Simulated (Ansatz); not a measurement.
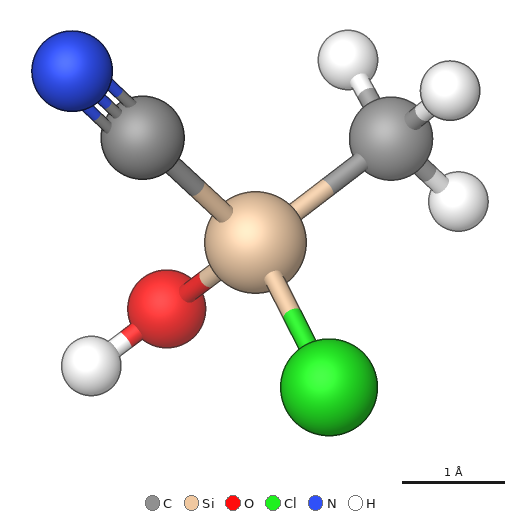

The picture shows a molecular structure as a ball-and-stick model.

Describe the molecule.

The molecule is C₂H₄ClNOSi. As SMILES it reads `C[Si@@](O)(Cl)C#N`. It has no ring. Among its groups: nitrile, Si–O bond. The point group is C1. Coordination: 1 C tetrahedral; 1 Si tetrahedral; 1 O bent; 1 C linear.

More results for the same structure follow; atom numbers are the same in all pictures, views and colours differ. The geometry was computed by an optimisation with PBE0-D4/def2-TZVP. No frequency run is at hand to confirm it as a minimum.

## Electronic properties

No frequency run is at hand to confirm it as a minimum. Properties computed with RKS PBE0-D4/def2-TZVPP (Ansatz 0.2.0).

What does the calculation give?

- HOMO energy (Kohn–Sham orbital): −9.51 eV
- LUMO energy (Kohn–Sham orbital): −0.74 eV
- HOMO–LUMO gap: 8.77 eV
- dispersion correction: −22.0 kJ/mol

## Charges

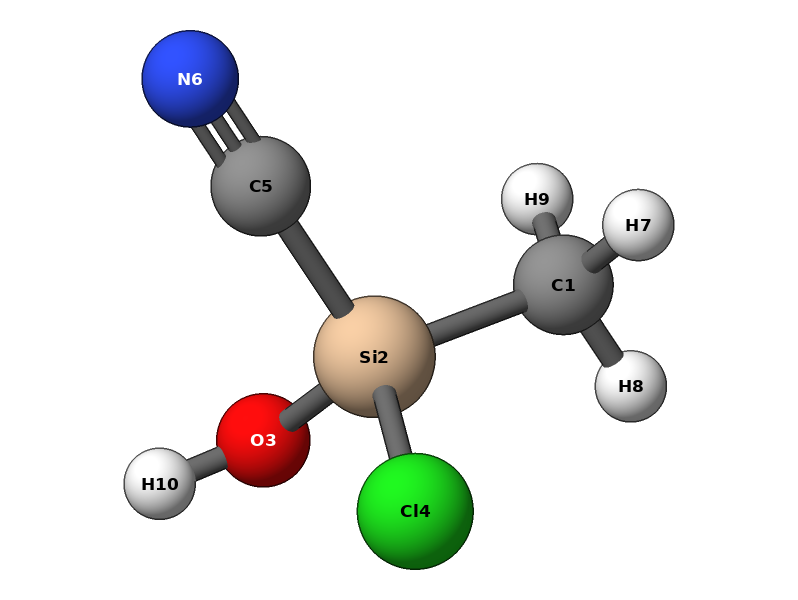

The questions are on Mulliken charges. No frequency run is at hand to confirm it as a minimum. Properties computed with RKS ωB97M-V/def2-TZVPP (Ansatz 0.2.0).

Which atom carries the highest charge (most positive or least negative)?

Si2 (0.64 e).

And the lowest?

C1 (−0.43 e).

List the Mulliken charges.

```csv
atom,value (e)
C1,−0.43
Si2,0.64
O3,−0.35
Cl4,−0.18
C5,−0.26
N6,−0.02
H7,0.14
H8,0.13
H9,0.14
H10,0.19
```

## Dipole moment

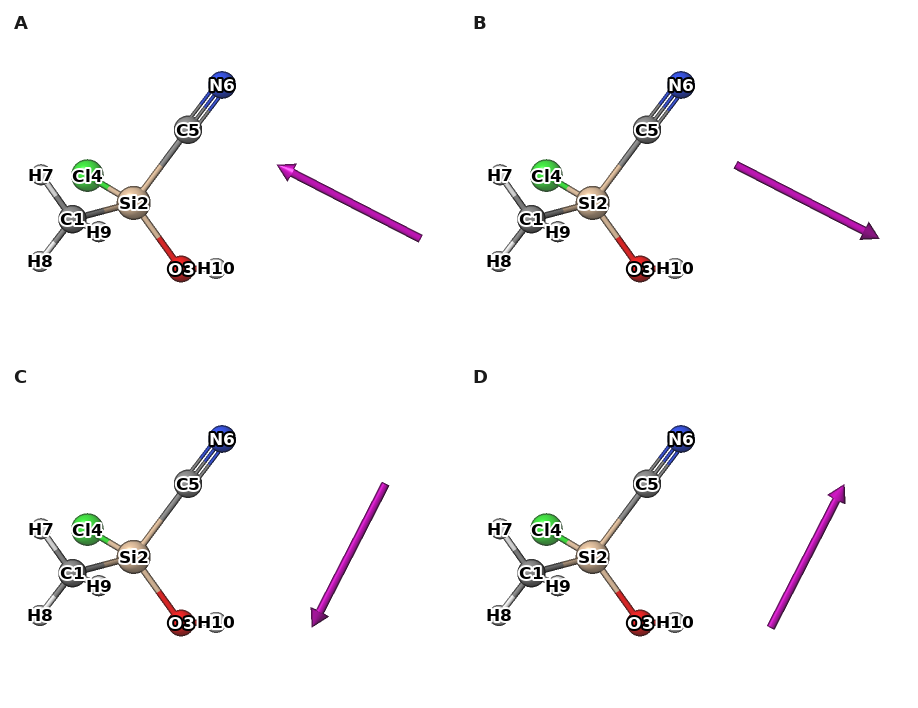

The same molecule four times, each with an arrow. No frequency run is at hand to confirm it as a minimum. Method: RKS B3LYP-D4/def2-TZVPP (Ansatz 0.2.0).

Which arrow points along the dipole moment, from the negative to the positive end?

C. The dipole moment is 3.00 D; it points from the side of N6 to the side of H8 (the outermost atoms at the two ends).

Mulliken values depend strongly on the basis set and can even reverse the polarity of a bond.
